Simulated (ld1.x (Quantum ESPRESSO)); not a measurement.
# Run report: Ti, pseudopotential generation (part 2 of 2)

Continued. System: titanium (Ti, Z = 22), core [Ar], reference valence 3d2 4s1 4p0 (an ion of charge +1), valence charge 4. Method: RRKJ potential, LDA (PZ), scalar-relativistic, made with ld1.x (Quantum ESPRESSO) 7.5.

## Output of the test run (extracts), continued
```
     ---------------------- Testing the pseudopotential ----------------------

     Ti
     scalar relativistic calculation

     atomic number is 22.00   valence charge is  4.00
     dft =PZ   lsd =0 sic =0 latt =0  beta=0.20 tr2=1.0E-14
     mesh =1177 r(mesh) = 100.37945 xmin = -7.00 dx = 0.01250

     n l     nl             e AE (Ry)        e PS (Ry)    De AE-PS (Ry)
     3 2     3D   1( 2.50)       -0.22624       -0.22628        0.00003
     1 0     4S   1( 1.50)       -0.30777       -0.30993        0.00216
     2 1     4P   1( 0.00)       -0.09798       -0.09912        0.00113

     eps = 6.7E-15  iter = 14

     Etot =   -1703.419478 Ry,    -851.709739 Ha,  -23176.202673 eV
     Etotps =    -6.645595 Ry,      -3.322797 Ha,     -90.417925 eV
     dEtot_ae =      -0.530083 Ry
     dEtot_ps =      -0.530810 Ry,   Delta E=       0.000727 Ry

     Ekin =      15.400891 Ry,       7.700446 Ha,     209.539798 eV
     Encl =     -27.005874 Ry,     -13.502937 Ha,    -367.433641 eV
     Ehrt =       6.237613 Ry,       3.118807 Ha,      84.867053 eV
     Ecxc =      -2.047389 Ry,      -1.023695 Ha,     -27.856148 eV
     Epseu=       0.769164 Ry,       0.384582 Ha,      10.465013 eV

     ---------------------- End of pseudopotential test ----------------------

     ---------------------- Testing the pseudopotential ----------------------

     Ti
     scalar relativistic calculation

     atomic number is 22.00   valence charge is  4.00
     dft =PZ   lsd =0 sic =0 latt =0  beta=0.20 tr2=1.0E-14
     mesh =1177 r(mesh) = 100.37945 xmin = -7.00 dx = 0.01250

     n l     nl             e AE (Ry)        e PS (Ry)    De AE-PS (Ry)
     3 2     3D   1( 1.00)       -0.70230       -0.69527       -0.00703  !
     1 0     4S   1( 2.00)       -0.46629       -0.46941        0.00312
     2 1     4P   1( 1.00)       -0.19381       -0.19152       -0.00229

     eps = 5.6E-15  iter = 13

     Etot =   -1703.089430 Ry,    -851.544715 Ha,  -23171.712146 eV
     Etotps =    -6.315964 Ry,      -3.157982 Ha,     -85.933073 eV
     dEtot_ae =      -0.200035 Ry
     dEtot_ps =      -0.201179 Ry,   Delta E=       0.001144 Ry

     Ekin =       8.699271 Ry,       4.349636 Ha,     118.359617 eV
     Encl =     -20.405059 Ry,     -10.202530 Ha,    -277.624974 eV
     Ehrt =       4.994634 Ry,       2.497317 Ha,      67.955456 eV
     Ecxc =      -1.667904 Ry,      -0.833952 Ha,     -22.692990 eV
     Epseu=       2.063094 Ry,       1.031547 Ha,      28.069819 eV

     ---------------------- End of pseudopotential test ----------------------

     ---------------------- Testing the pseudopotential ----------------------

     Ti
     scalar relativistic calculation

     atomic number is 22.00   valence charge is  4.00
     dft =PZ   lsd =0 sic =0 latt =0  beta=0.20 tr2=1.0E-14
     mesh =1177 r(mesh) = 100.37945 xmin = -7.00 dx = 0.01250

     n l     nl             e AE (Ry)        e PS (Ry)    De AE-PS (Ry)
     3 2     3D   1( 2.00)       -0.49999       -0.50480        0.00481
     1 0     4S   1( 0.00)       -0.44321       -0.44252       -0.00069
     2 1     4P   1( 2.00)       -0.19514       -0.19509       -0.00005

     eps = 2.2E-15  iter = 16

     Etot =   -1702.970355 Ry,    -851.485178 Ha,  -23170.092051 eV
     Etotps =    -6.195991 Ry,      -3.097995 Ha,     -84.300747 eV
     dEtot_ae =      -0.080961 Ry
     dEtot_ps =      -0.081206 Ry,   Delta E=       0.000245 Ry

     Ekin =      14.481336 Ry,       7.240668 Ha,     197.028619 eV
     Encl =     -24.623974 Ry,     -12.311987 Ha,    -335.026229 eV
     Ehrt =       5.347962 Ry,       2.673981 Ha,      72.762734 eV
     Ecxc =      -1.816650 Ry,      -0.908325 Ha,     -24.716785 eV
     Epseu=       0.415335 Ry,       0.207667 Ha,       5.650915 eV

     ---------------------- End of pseudopotential test ----------------------

     ---------------------- Testing the pseudopotential ----------------------

     Ti
     scalar relativistic calculation

     atomic number is 22.00   valence charge is  4.00
     dft =PZ   lsd =1 sic =0 latt =0  beta=0.20 tr2=1.0E-14
     mesh =1177 r(mesh) = 100.37945 xmin = -7.00 dx = 0.01250

     n l     nl             e AE (Ry)        e PS (Ry)    De AE-PS (Ry)
     3 2     3D   1( 2.00)       -0.90262       -0.95371        0.05109  !
     1 0     4S   1( 1.00)       -0.81733       -0.81772        0.00039
     2 1     4P   1( 0.00)       -0.52682       -0.52489       -0.00192
     3 2     3D   2( 0.00)       -0.76977       -0.36633       -0.40344  !
     1 0     4S   2( 0.00)       -0.68997       -0.59430       -0.09567  !
     2 1     4P   2( 0.00)       -0.42418       -0.37262       -0.05156  !

     eps = 1.2E-15  iter = 12

     Etot =   -1702.980841 Ry,    -851.490421 Ha,  -23170.234717 eV
     Etotps =    -6.355937 Ry,      -3.177968 Ha,     -86.476922 eV
     dEtot_ae =      -0.091446 Ry
     dEtot_ps =      -0.241152 Ry,   Delta E=       0.149705 Ry

     Ekin =      14.715702 Ry,       7.357851 Ha,     200.217332 eV
     Encl =     -24.276725 Ry,     -12.138362 Ha,    -330.301665 eV
     Ehrt =       4.242147 Ry,       2.121074 Ha,      57.717357 eV
     Ecxc =      -1.913170 Ry,      -0.956585 Ha,     -26.030000 eV
     Epseu=       0.876108 Ry,       0.438054 Ha,      11.920054 eV

     ---------------------- End of pseudopotential test ----------------------

     ---------------------- Testing the pseudopotential ----------------------

     Ti
     scalar relativistic calculation

     atomic number is 22.00   valence charge is  4.00
     dft =PZ   lsd =1 sic =0 latt =0  beta=0.20 tr2=1.0E-14
     mesh =1177 r(mesh) = 100.37945 xmin = -7.00 dx = 0.01250

     n l     nl             e AE (Ry)        e PS (Ry)    De AE-PS (Ry)
     3 2     3D   1( 2.00)       -0.36504       -0.42274        0.05771  !
     1 0     4S   1( 1.00)       -0.35225       -0.35833        0.00608  !
     2 1     4P   1( 0.00)       -0.11993       -0.12235        0.00242
     3 2     3D   2( 0.00)       -0.26671       -0.08001       -0.18669  !
     1 0     4S   2( 1.00)       -0.31811       -0.30387       -0.01424  !
     2 1     4P   2( 0.00)       -0.10441       -0.10029       -0.00412

     eps = 5.7E-15  iter = 15

     Etot =   -1703.492534 Ry,    -851.746267 Ha,  -23177.196651 eV
     Etotps =    -6.839600 Ry,      -3.419800 Ha,     -93.057492 eV
     dEtot_ae =      -0.603139 Ry
     dEtot_ps =      -0.724815 Ry,   Delta E=       0.121675 Ry

     Ekin =      14.555860 Ry,       7.277930 Ha,     198.042559 eV
     Encl =     -26.310442 Ry,     -13.155221 Ha,    -357.971799 eV
     Ehrt =       6.009586 Ry,       3.004793 Ha,      81.764576 eV
     Ecxc =      -2.164909 Ry,      -1.082454 Ha,     -29.455087 eV
     Epseu=       1.070306 Ry,       0.535153 Ha,      14.562258 eV

     ---------------------- End of pseudopotential test ----------------------
```

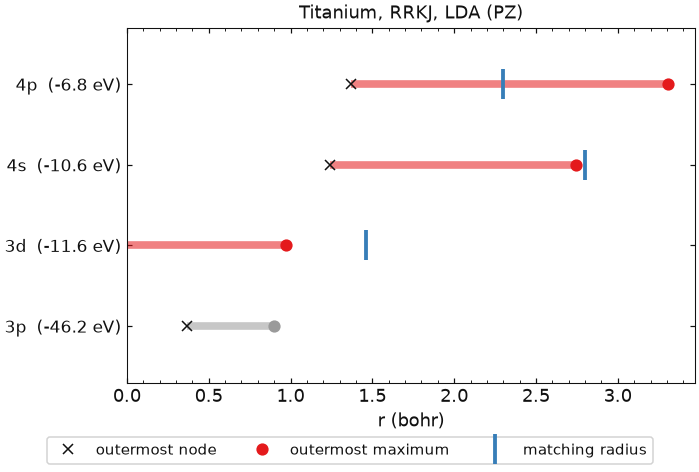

*Outer shells of the all-electron reference atom: each bar runs from the outermost node (or the nucleus) to the outermost maximum of u(r); the tick is the radius chosen for the pseudo-wave. Shells without a tick have no pseudo-wave of their own. Levels, nodes and maxima are from ld1.x, scalar-relativistic.*

- Radii against the shells: 3d: 1.46 bohr, outside the maximum; 4s: 2.80 bohr, outside the maximum; 4p: 2.30 bohr, between node and maximum.

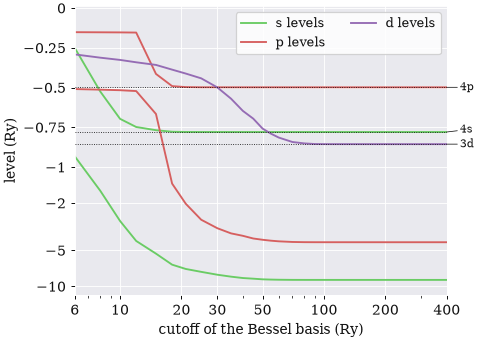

*The pseudo-atom Hamiltonian at the reference potential is diagonalised in spherical Bessel functions (20 bohr box) up to the cutoff. Curves: the lowest levels of each channel that holds a bound state. Dotted lines: the all-electron valence levels.*

- Ghost states: below the valence levels: s at -120.1 eV, p at -58.0 eV. A ghost is a state of the pseudo-atom that lies below a valence level of its channel, or is bound in a channel without one, and matches no all-electron valence level; bound levels above the valence ones can be real empty states. In Ry: s -8.83, p -4.26.
- Onset of the ghost: the lowest s curve lies clearly below the lowest valence level of its channel already at the lowest cutoff, 6 Ry, and ends at -8.83 Ry.
- All-electron valence levels: 4s: -0.78 Ry; 4p: -0.50 Ry; 3d: -0.86 Ry.

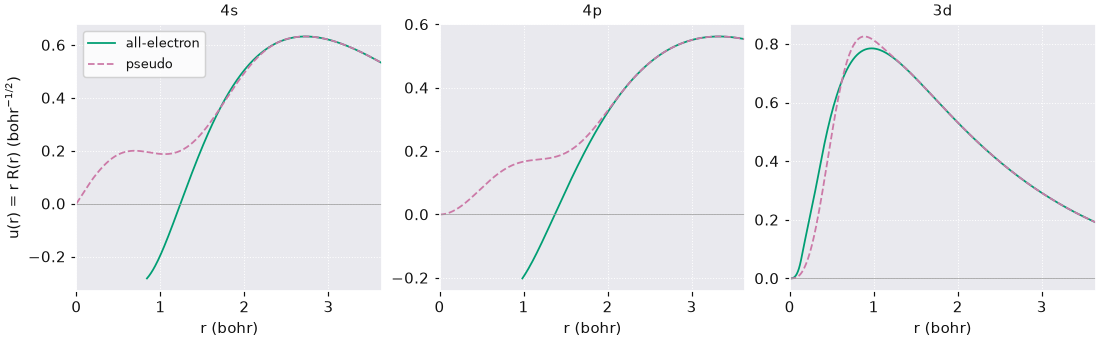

*Pseudo-waves (dashed) against the all-electron radial functions (solid). The innermost oscillations of some all-electron curves aren't drawn. Reference configuration 3d2 4s1 4p0.*

- Matching radii: 4s at 2.80 bohr; 4p at 2.30 bohr; 3d at 1.46 bohr. The curves merge smoothly, so the plot gives these only roughly.
- Nodes of the pseudo-waves: 4s has no node; 4p has no node; 3d has no node. The potential isn't sound: its ghost test gives ghost states below the valence levels: s at -120.1 eV, p at -58.0 eV.

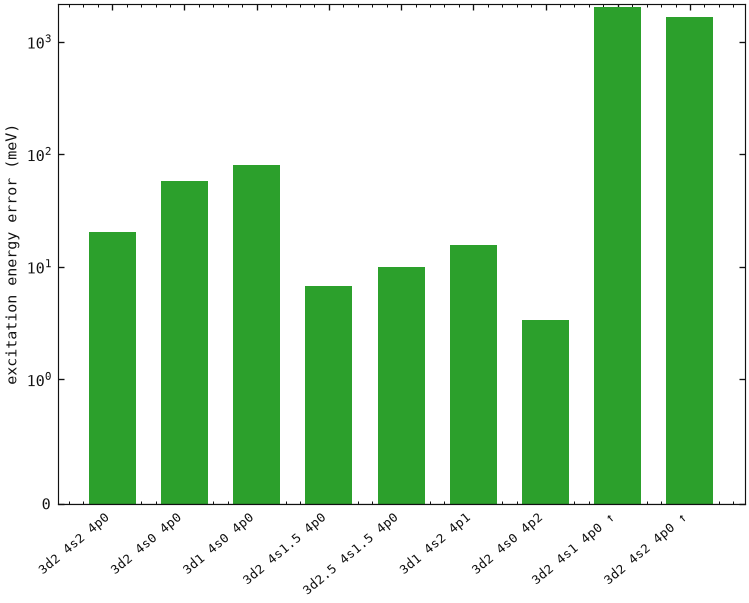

*Errors, all-electron minus pseudo, of the energies of valence configurations relative to the unpolarised reference 3d2 4s1 4p0. An arrow marks spin-polarised runs filled by Hund’s rule.*

- Worst configuration: 3d2 4s1 4p0 ↑ (charge +1): the error is +2037 meV on an all-electron energy of -1.24 eV relative to the reference, or 1.6e+02 %.
- Errors in meV: 3d2 4s2 4p0: +20; 3d2 4s0 4p0: +58; 3d1 4s0 4p0: +79; 3d2 4s1.5 4p0: +6.8; 3d2.5 4s1.5 4p0: +9.9; 3d1 4s2 4p1: +16; 3d2 4s0 4p2: +3.3; 3d2 4s1 4p0 ↑: +2037; 3d2 4s2 4p0 ↑: +1655.

Outcome of the run: generated, with a ghost state.
